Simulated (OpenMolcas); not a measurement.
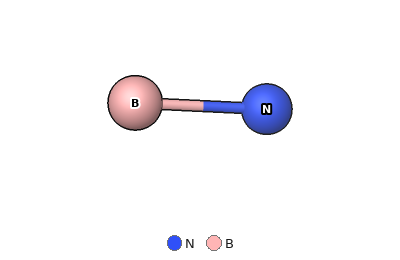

The molecule at the reference distance of 1.446 Å.

# Run report: NB⁺, relativistic diatomic calculation (part 1 of 2)

- system: NB⁺.
- method: SA-CASSCF(7,8)/XMS-CASPT2 + RASSI spin-orbit (X2C scalar, AMFI), ANO-RCC-VTZP (OpenMolcas)

### Summary

- outcome: converged; components of a degenerate state are split by 19 cm⁻¹
- lowest spin-free state: ⁴Σ
- lowest spin-orbit level: Ω = 1/2, −78.88557 hartree
- next level: Ω = 3/2, 0 cm⁻¹
- hardware: 1 thread of Intel Xeon (Sapphire Rapids), 10 GiB of memory available, shared host
- wall time: 28 s

### Notes

To bear in mind: the two components of ⁴Δ at 6.98 eV, degenerate in CASSCF as they must be, are split by 19 cm⁻¹ in XMS-CASPT2, an artefact that passes into its spin-orbit levels; 10 of the 70 spin-orbit states have no clean Ω, so their splittings aren't to be trusted.

### Input file
```
&GATEWAY
Coord
2
angstrom
N 0.0 0.0 0.0
B 0.0 0.0 1.4460
Basis=ANO-RCC-VTZP
Group=XY
RX2C
AMFI
ANGMom
0.0 0.0 0.0
RICD
&SEWARD
&GUESSORB
&RASSCF
FileOrb=$CurrDir/o41.orb
Symmetry=1
Spin=4
nActEl=7 0 0
Inactive=2 0
RAS2=4 4
CIRoot=4 4 1
Linear
Iterations=120 100
OrbListing=Nothing
PRWF=0.15
>>COPY $Project.RasOrb $CurrDir/o41.orb
>>COPY $Project.rasscf.h5 $CurrDir/r41.h5
&CASPT2
XMultistate=all
Imaginary=0.2
IPEA=0.25
MaxIter=40
>>COPY $Project.JobMix JOB001
&RASSCF
FileOrb=$CurrDir/o22.orb
Symmetry=2
Spin=2
nActEl=7 0 0
Inactive=2 0
RAS2=4 4
CIRoot=8 8 1
Linear
Iterations=120 100
OrbListing=Nothing
PRWF=0.15
>>COPY $Project.RasOrb $CurrDir/o22.orb
>>COPY $Project.rasscf.h5 $CurrDir/r22.h5
&CASPT2
XMultistate=all
Imaginary=0.2
IPEA=0.25
MaxIter=40
>>COPY $Project.JobMix JOB002
&RASSCF
FileOrb=$CurrDir/o21.orb
Symmetry=1
Spin=2
nActEl=7 0 0
Inactive=2 0
RAS2=4 4
CIRoot=5 5 1
Linear
Iterations=120 100
OrbListing=Nothing
PRWF=0.15
>>COPY $Project.RasOrb $CurrDir/o21.orb
>>COPY $Project.rasscf.h5 $CurrDir/r21.h5
&CASPT2
XMultistate=all
Imaginary=0.2
IPEA=0.25
MaxIter=40
>>COPY $Project.JobMix JOB003
&RASSCF
FileOrb=$CurrDir/o42.orb
Symmetry=2
Spin=4
nActEl=7 0 0
Inactive=2 0
RAS2=4 4
CIRoot=4 4 1
Linear
Iterations=120 100
OrbListing=Nothing
PRWF=0.15
>>COPY $Project.RasOrb $CurrDir/o42.orb
>>COPY $Project.rasscf.h5 $CurrDir/r42.h5
&CASPT2
XMultistate=all
Imaginary=0.2
IPEA=0.25
MaxIter=40
>>COPY $Project.JobMix JOB004
&RASSCF
FileOrb=$CurrDir/o62.orb
Symmetry=2
Spin=6
nActEl=7 0 0
Inactive=2 0
RAS2=4 4
CIRoot=2 2 1
Linear
Iterations=120 100
OrbListing=Nothing
PRWF=0.15
>>COPY $Project.RasOrb $CurrDir/o62.orb
>>COPY $Project.rasscf.h5 $CurrDir/r62.h5
&CASPT2
XMultistate=all
Imaginary=0.2
IPEA=0.25
MaxIter=40
>>COPY $Project.JobMix JOB005
&RASSI
Nr of JobIphs=5 4 8 5 4 2
1 2 3 4
1 2 3 4 5 6 7 8
1 2 3 4 5
1 2 3 4
1 2
SpinOrbit
EJob
Omega
MEES
MESO
Properties=4
'AngMom' 3 'Mltpl  1' 1 'Mltpl  1' 2 'Mltpl  1' 3
Thrs=1.0d-4
>>COPY $Project.rassi.h5 $CurrDir/so.h5
```

The first orbital files come from an earlier step.

Run as:
```bash
pymolcas m.inp (one call a module block, same work directory)
```

### Log (extracts)
```
++    Wave function specifications:
      Number of closed shell electrons           4
      Number of electrons in active shells       7
      Number of inactive orbitals                2
      Number of active orbitals                  8
      Number of secondary orbitals              50
      Spin quantum number                      1.5
      State symmetry                             1
++    Orbital specifications:
      Symmetry species                           1   2
                                                 a   b
      Frozen orbitals                            0   0
      Inactive orbitals                          2   0
      Active orbitals                            4   4
      RAS2 orbitals                              4   4
      Secondary orbitals                        26  24
      Number of basis functions                 32  28
      printout of CI-coefficients larger than  0.15 for root  1
      energy=     -78.757072
      conf/sym  1111 2222     Coeff  Weight
            97  02u2 uu00   0.91475 0.83677
           115  0u22 uu00  -0.25600 0.06554
      printout of CI-coefficients larger than  0.15 for root  2
      energy=     -78.618851
      conf/sym  1111 2222     Coeff  Weight
            97  02u2 uu00  -0.23634 0.05586
            99  02u2 0uu0  -0.18676 0.03488
           100  02u2 u00u   0.18676 0.03488
           115  0u22 uu00  -0.85724 0.73485
           475  0u02 uu20   0.15800 0.02497
           486  0u02 uu02   0.15801 0.02497
      printout of CI-coefficients larger than  0.15 for root  3
      energy=     -78.515743
      conf/sym  1111 2222     Coeff  Weight
            98  02u2 u0u0  -0.69100 0.47748
           101  02u2 0u0u   0.69156 0.47826
      printout of CI-coefficients larger than  0.15 for root  4
      energy=     -78.515743
      conf/sym  1111 2222     Coeff  Weight
            99  02u2 0uu0  -0.69127 0.47785
           100  02u2 u00u  -0.69130 0.47789
      Natural orbitals and occupation numbers for root  1
      sym 1:   0.025219   1.932874   1.000048   1.983103
      sym 2:   0.986924   0.986924   0.042454   0.042454
      Natural orbitals and occupation numbers for root  2
      sym 1:   0.021394   1.085583   1.737066   1.984774
      sym 2:   0.962434   0.962435   0.123156   0.123158
      Natural orbitals and occupation numbers for root  3
      sym 1:   0.014961   1.944714   0.997432   1.975758
      sym 2:   0.530149   0.530914   0.502630   0.503442
      Natural orbitals and occupation numbers for root  4
      sym 1:   0.014961   1.944714   0.997432   1.975758
      sym 2:   0.530551   0.530513   0.503017   0.503056
      RASSCF energy for state  4                    -78.51574278
::    RASSCF root number  1 Total energy:    -78.75707151
::    RASSCF root number  2 Total energy:    -78.61885139
::    RASSCF root number  3 Total energy:    -78.51574278
::    RASSCF root number  4 Total energy:    -78.51574278
      Von Neumann Entropy (Root   1) =  1.88091
++    Wave function specifications:
      Number of closed shell electrons           0
      Number of electrons in active shells       7
      Number of inactive orbitals                0
      Number of active orbitals                  8
      Number of secondary orbitals              50
      Spin quantum number                      1.5
      State symmetry                             1
      Number of CSFs                           672
      Number of CASSCF root(s) available         4
      CASPT2 state passed to geometry opt.       4
      A file JOBMIX will be created
      This is a MULTI-STATE CASSCF reference
      Number of CI roots used                    4
      These are:                                 1   2   3   4
      Off-diagonal elements of Heff are computed
  FINAL CASPT2 RESULT:
      Reference energy:         -78.7570715145
      E2 (Non-variational):      -0.1282009421
      Shift correction:          -0.0009598746
      E2 (Variational):          -0.1291608167
      Total energy:             -78.8862323312
      Reference weight:           0.95893
  FINAL CASPT2 RESULT:
      Reference energy:         -78.6188513865
      E2 (Non-variational):      -0.1148612250
      Shift correction:          -0.0009189959
      E2 (Variational):          -0.1157802209
      Total energy:             -78.7346316073
      Reference weight:           0.96169
  FINAL CASPT2 RESULT:
      Reference energy:         -78.5157427759
      E2 (Non-variational):      -0.1127266402
      Shift correction:          -0.0005935851
      E2 (Variational):          -0.1133202253
      Total energy:             -78.6290630012
      Reference weight:           0.96770
  FINAL CASPT2 RESULT:
      Reference energy:         -78.5157427756
      E2 (Non-variational):      -0.1126421475
      Shift correction:          -0.0005921733
      E2 (Variational):          -0.1132343208
      Total energy:             -78.6289770964
      Reference weight:           0.96775
       Total XMS-CASPT2 energies:
::    XMS-CASPT2 Root  1     Total energy:    -78.88556997
::    XMS-CASPT2 Root  2     Total energy:    -78.73529397
::    XMS-CASPT2 Root  3     Total energy:    -78.62906352
::    XMS-CASPT2 Root  4     Total energy:    -78.62897658
++    Wave function specifications:
      Number of closed shell electrons           4
      Number of electrons in active shells       7
      Number of inactive orbitals                2
      Number of active orbitals                  8
      Number of secondary orbitals              50
      Spin quantum number                      0.5
      State symmetry                             2
      printout of CI-coefficients larger than  0.15 for root  1
      energy=     -78.738244
      conf/sym  1111 2222     Coeff  Weight
           404  0202 00u2  -0.65687 0.43148
           444  0ud2 00u2   0.58852 0.34635
           824  0uu2 00d2   0.16872 0.02847
      printout of CI-coefficients larger than  0.15 for root  2
      energy=     -78.738244
      conf/sym  1111 2222     Coeff  Weight
           396  0202 u0du  -0.15200 0.02311
           398  0202 002u  -0.65687 0.43148
           438  0ud2 002u   0.58852 0.34635
           821  0uu2 002d   0.16872 0.02847
      printout of CI-coefficients larger than  0.15 for root  3
      energy=     -78.637477
      conf/sym  1111 2222     Coeff  Weight
           401  0202 0uud   0.16273 0.02648
           402  0202 u002  -0.19471 0.03791
           404  0202 00u2  -0.38224 0.14611
           444  0ud2 00u2  -0.17448 0.03044
           824  0uu2 00d2  -0.76131 0.57959
      printout of CI-coefficients larger than  0.15 for root  4
      energy=     -78.637477
      conf/sym  1111 2222     Coeff  Weight
           392  0202 0u20  -0.19471 0.03791
           398  0202 002u   0.38224 0.14611
           438  0ud2 002u   0.17448 0.03044
           821  0uu2 002d   0.76131 0.57959
      printout of CI-coefficients larger than  0.15 for root  5
      energy=     -78.592527
      conf/sym  1111 2222     Coeff  Weight
            37  0222 u000  -0.18331 0.03360
            39  0222 00u0   0.64715 0.41881
            40  0222 000u  -0.29206 0.08530
           397  0202 0udu   0.17751 0.03151
           401  0202 0uud  -0.15466 0.02392
           404  0202 00u2   0.15490 0.02400
           438  0ud2 002u   0.15900 0.02528
           444  0ud2 00u2   0.35231 0.12412
           824  0uu2 00d2  -0.30752 0.09457
      printout of CI-coefficients larger than  0.15 for root  6
      energy=     -78.592527
      conf/sym  1111 2222     Coeff  Weight
            38  0222 0u00   0.18331 0.03360
            39  0222 00u0  -0.29206 0.08530
            40  0222 000u  -0.64715 0.41881
           396  0202 u0du   0.22270 0.04959
           398  0202 002u   0.15490 0.02400
           438  0ud2 002u   0.35231 0.12412
           444  0ud2 00u2  -0.15900 0.02528
           821  0uu2 002d  -0.30752 0.09457
      printout of CI-coefficients larger than  0.15 for root  7
      energy=     -78.560544
      conf/sym  1111 2222     Coeff  Weight
            37  0222 u000  -0.15138 0.02292
            39  0222 00u0   0.51074 0.26086
           397  0202 0udu  -0.16861 0.02843
           402  0202 u002  -0.16806 0.02825
           404  0202 00u2  -0.37349 0.13950
           444  0ud2 00u2  -0.53006 0.28096
           824  0uu2 00d2   0.26689 0.07123
      printout of CI-coefficients larger than  0.15 for root  8
      energy=     -78.560544
      conf/sym  1111 2222     Coeff  Weight
            38  0222 0u00   0.15138 0.02292
            40  0222 000u  -0.51074 0.26086
           392  0202 0u20   0.16806 0.02825
           396  0202 u0du  -0.20762 0.04311
           398  0202 002u  -0.37349 0.13950
           438  0ud2 002u  -0.53006 0.28096
           821  0uu2 002d   0.26689 0.07123
      Natural orbitals and occupation numbers for root  1
      sym 1:   0.016743   1.703373   0.284390   1.981047
      sym 2:   0.042253   0.131267   0.971273   1.869655
      Natural orbitals and occupation numbers for root  2
      sym 1:   0.016743   1.703373   0.284390   1.981047
      sym 2:   0.131267   0.042253   1.869655   0.971273
      Natural orbitals and occupation numbers for root  3
      sym 1:   0.027433   1.267826   0.775037   1.966679
      sym 2:   0.089481   0.126497   0.921658   1.825390
      Natural orbitals and occupation numbers for root  4
      sym 1:   0.027433   1.267826   0.775037   1.966679
      sym 2:   0.126497   0.089481   1.825390   0.921658
      Natural orbitals and occupation numbers for root  5
      sym 1:   0.027929   1.772047   1.346693   1.962855
      sym 2:   0.063257   0.097237   0.984630   0.745352
      Natural orbitals and occupation numbers for root  6
      sym 1:   0.027929   1.772047   1.346693   1.962855
      sym 2:   0.097237   0.063257   0.745352   0.984630
      Natural orbitals and occupation numbers for root  7
      sym 1:   0.033129   1.648107   0.926313   1.970129
      sym 2:   0.112548   0.132183   0.952862   1.224729
      Natural orbitals and occupation numbers for root  8
      sym 1:   0.033129   1.648107   0.926313   1.970129
      sym 2:   0.132183   0.112548   1.224729   0.952862
      RASSCF energy for state  8                    -78.56054387
::    RASSCF root number  1 Total energy:    -78.73824370
::    RASSCF root number  2 Total energy:    -78.73824370
::    RASSCF root number  3 Total energy:    -78.63747712
::    RASSCF root number  4 Total energy:    -78.63747712
::    RASSCF root number  5 Total energy:    -78.59252670
::    RASSCF root number  6 Total energy:    -78.59252670
::    RASSCF root number  7 Total energy:    -78.56054387
::    RASSCF root number  8 Total energy:    -78.56054387
      Von Neumann Entropy (Root   1) =  1.64119
++    Wave function specifications:
      Number of closed shell electrons           0
      Number of electrons in active shells       7
      Number of inactive orbitals                0
      Number of active orbitals                  8
      Number of secondary orbitals              50
      Spin quantum number                      0.5
      State symmetry                             2
      Number of CSFs                          1176
      Number of CASSCF root(s) available         8
      CASPT2 state passed to geometry opt.       8
      A file JOBMIX will be created
      This is a MULTI-STATE CASSCF reference
      Number of CI roots used                    8
      These are:                                 1   2   3   4   5   6   7   8
      Off-diagonal elements of Heff are computed
  FINAL CASPT2 RESULT:
      Reference energy:         -78.7382437035
      E2 (Non-variational):      -0.1308701357
      Shift correction:          -0.0007887243
      E2 (Variational):          -0.1316588600
      Total energy:             -78.8699025635
      Reference weight:           0.95978
  FINAL CASPT2 RESULT:
      Reference energy:         -78.7382437034
      E2 (Non-variational):      -0.1308701357
      Shift correction:          -0.0007887243
      E2 (Variational):          -0.1316588600
      Total energy:             -78.8699025633
      Reference weight:           0.95978
  FINAL CASPT2 RESULT:
      Reference energy:         -78.6374771197
      E2 (Non-variational):      -0.1201280183
      Shift correction:          -0.0008873258
      E2 (Variational):          -0.1210153440
      Total energy:             -78.7584924637
      Reference weight:           0.96159
  FINAL CASPT2 RESULT:
      Reference energy:         -78.6374771193
      E2 (Non-variational):      -0.1201280184
      Shift correction:          -0.0008873258
      E2 (Variational):          -0.1210153442
      Total energy:             -78.7584924635
      Reference weight:           0.96159
  FINAL CASPT2 RESULT:
      Reference energy:         -78.5925266987
      E2 (Non-variational):      -0.1347996255
      Shift correction:          -0.0014308058
      E2 (Variational):          -0.1362304313
      Total energy:             -78.7287571300
      Reference weight:           0.95096
  FINAL CASPT2 RESULT:
      Reference energy:         -78.5925266986
      E2 (Non-variational):      -0.1347996258
      Shift correction:          -0.0014308058
      E2 (Variational):          -0.1362304316
      Total energy:             -78.7287571302
      Reference weight:           0.95096
  FINAL CASPT2 RESULT:
      Reference energy:         -78.5605438653
      E2 (Non-variational):      -0.1322418231
      Shift correction:          -0.0009384972
      E2 (Variational):          -0.1331803203
      Total energy:             -78.6937241856
      Reference weight:           0.95794
  FINAL CASPT2 RESULT:
      Reference energy:         -78.5605438651
      E2 (Non-variational):      -0.1322418233
      Shift correction:          -0.0009384972
      E2 (Variational):          -0.1331803205
      Total energy:             -78.6937241857
      Reference weight:           0.95794
       Total XMS-CASPT2 energies:
::    XMS-CASPT2 Root  1     Total energy:    -78.86340484
::    XMS-CASPT2 Root  2     Total energy:    -78.86340484
::    XMS-CASPT2 Root  3     Total energy:    -78.76351926
::    XMS-CASPT2 Root  4     Total energy:    -78.76351926
::    XMS-CASPT2 Root  5     Total energy:    -78.72485393
::    XMS-CASPT2 Root  6     Total energy:    -78.72485393
::    XMS-CASPT2 Root  7     Total energy:    -78.69909832
::    XMS-CASPT2 Root  8     Total energy:    -78.69909832
++    Wave function specifications:
      Number of closed shell electrons           4
      Number of electrons in active shells       7
      Number of inactive orbitals                2
      Number of active orbitals                  8
      Number of secondary orbitals              50
      Spin quantum number                      0.5
      State symmetry                             1
      printout of CI-coefficients larger than  0.15 for root  1
      energy=     -78.735843
      conf/sym  1111 2222     Coeff  Weight
           272  02u2 00du   0.83456 0.69649
           275  02u2 00ud  -0.48183 0.23216
      printout of CI-coefficients larger than  0.15 for root  2
      energy=     -78.709532
      conf/sym  1111 2222     Coeff  Weight
           269  02u2 0020   0.46552 0.21671
           272  02u2 00du   0.35356 0.12500
           275  02u2 00ud   0.61238 0.37500
           276  02u2 0002  -0.46552 0.21671
      printout of CI-coefficients larger than  0.15 for root  3
      energy=     -78.709532
      conf/sym  1111 2222     Coeff  Weight
           269  02u2 0020  -0.50000 0.25000
           272  02u2 00du   0.32917 0.10835
           275  02u2 00ud   0.57014 0.32506
           276  02u2 0002   0.50000 0.25000
      printout of CI-coefficients larger than  0.15 for root  4
      energy=     -78.693409
      conf/sym  1111 2222     Coeff  Weight
           269  02u2 0020   0.66380 0.44062
           276  02u2 0002   0.66380 0.44063
          1048  00u2 0022   0.18980 0.03602
      printout of CI-coefficientsSPIN-FREE ENERGIES:
  (Shifted by EMIN (a.u.) =        -78.8855699712)
 SF State       Relative EMIN(au)   Rel lowest level(eV)    D:o, cm**(-1)      Abs_M
     1             0.0000000000        0.0000000000              0.0000         0.0
     5             0.0221651352        0.6031440557           4864.6849         1.0
     6             0.0221651352        0.6031440557           4864.6849         1.0
    13             0.0256015683        0.6966541644           5618.8948         0.0
    14             0.0543961268        1.4801940163          11938.5699         2.0
    15             0.0544481881        1.4816106763          11949.9960         2.0
    18             0.0673175570        1.8318040450          14774.4960         1.0
    19             0.0673175570        1.8318040450          14774.4960         1.0
    16             0.0780645959        2.1242458701          17133.1984         0.0
     7             0.1220507103        3.3211690182          26787.0346         1.0
     8             0.1220507108        3.3211690345          26787.0348         1.0
    17             0.1323796353        3.6022333886          29053.9717         0.0
     2             0.1502760039        4.0892183869          32981.7706         0.0
     9             0.1607160446        4.3733063642          35273.0946         1.0
    10             0.1607160446        4.3733063642          35273.0946         1.0
    12             0.1864716517        5.0741521373          40925.7970         1.0
    11             0.1864716517        5.0741521373          40925.7970         1.0
    20             0.1893647402        5.1528770881          41560.7566         1.0
    21             0.1893647407        5.1528771018          41560.7567         1.0
    22             0.2101105559        5.7173994916          46113.9368         1.0
    23             0.2101105620        5.7173996570          46113.9381         1.0
     3             0.2565064542        6.9798961997          56296.6595         2.0
     4             0.2565933906        6.9822618610          56315.7398         2.0
```

(Continued in part 2.)
